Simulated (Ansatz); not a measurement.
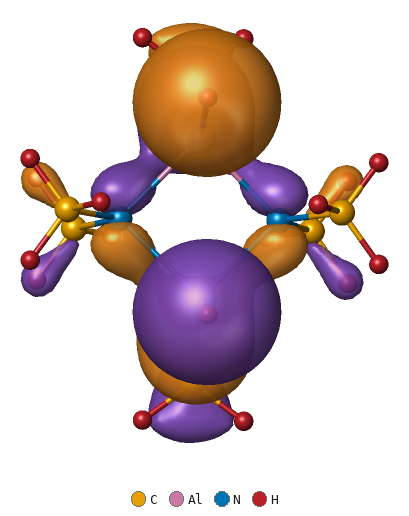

*C₆H₂₀Al₂N₂ (SMILES [CH3][AlH-]1[N+](C)(C)[AlH-]([CH3])[N+]1(C)C). The HOMO−1 at ±0.08 Å⁻³ᐟ² (orange and purple are the two phases), seen across its widest extent.*

Geometry: PBE0-D4/def2-TZVP.

The calculation used RKS PBE0-D4/def2-TZVPP in Ansatz 0.2.0.

The calculation's input:

```
crystal:
  periodic: [false, false, false]
  atoms:
    - {symbol: C, position_ang: [-0.448494, -2.410172, -1.434867]}
    - {symbol: Al, position_ang: [-0.258192, -1.443447, 0.262329]}
    - {symbol: N, position_ang: [-1.367215, 0.179370, 0.360602]}
    - {symbol: C, position_ang: [-2.373835, 0.156311, 1.425732]}
    - {symbol: C, position_ang: [-2.004372, 0.541670, -0.908064]}
    - {symbol: Al, position_ang: [0.232130, 1.245210, 0.783947]}
    - {symbol: C, position_ang: [0.495081, 2.763699, -0.431083]}
    - {symbol: N, position_ang: [1.349902, -0.311275, 0.335554]}
    - {symbol: C, position_ang: [2.303740, -0.688373, 1.382589]}
    - {symbol: C, position_ang: [2.050751, -0.190534, -0.945451]}
    - {symbol: H, position_ang: [0.297566, -3.208325, -1.513229]}
    - {symbol: H, position_ang: [-1.427914, -2.896591, -1.497455]}
    - {symbol: H, position_ang: [-0.343713, -1.785119, -2.326661]}
    - {symbol: H, position_ang: [-0.383906, -2.208731, 1.658590]}
    - {symbol: H, position_ang: [-1.911535, -0.112145, 2.375414]}
    - {symbol: H, position_ang: [-3.161420, -0.574550, 1.207295]}
    - {symbol: H, position_ang: [-2.849249, 1.137756, 1.539367]}
    - {symbol: H, position_ang: [-2.781392, -0.181609, -1.180326]}
    - {symbol: H, position_ang: [-2.468788, 1.532480, -0.847821]}
    - {symbol: H, position_ang: [-1.273807, 0.565562, -1.718116]}
    - {symbol: H, position_ang: [0.282678, 1.446061, 2.367650]}
    - {symbol: H, position_ang: [0.439075, 2.508921, -1.493588]}
    - {symbol: H, position_ang: [-0.253513, 3.542096, -0.248072]}
    - {symbol: H, position_ang: [1.471947, 3.230277, -0.264259]}
    - {symbol: H, position_ang: [3.094238, 0.064523, 1.484677]}
    - {symbol: H, position_ang: [2.782051, -1.647739, 1.152372]}
    - {symbol: H, position_ang: [1.793759, -0.781435, 2.341204]}
    - {symbol: H, position_ang: [2.833368, 0.575071, -0.896673]}
    - {symbol: H, position_ang: [1.360328, 0.090044, -1.742365]}
    - {symbol: H, position_ang: [2.520731, -1.138994, -1.229280]}
basis:
  gaussian: {orbitals: def2-TZVPP}
hamiltonian: {xc: pbe0, dispersion: d4}
output: {orbitals: {seedname: orbitals}}
```

Run with:

```sh
ansatz run in.yaml --threads 4 --pin off --events-out ev --progress --plain --max-ram 66560MiB --backend cuda --devices 0, --max-vram 37GiB
```

> Describe this orbital and give its energy.

Its weight (Hirshfeld) is mainly on H14 (about 20 %), H21 (about 20 %), Al6 (about 15 %), Al2 (about 15 %), C1 (about 10 %) and C7 (about 10 %). Its energy is −7.52 eV.
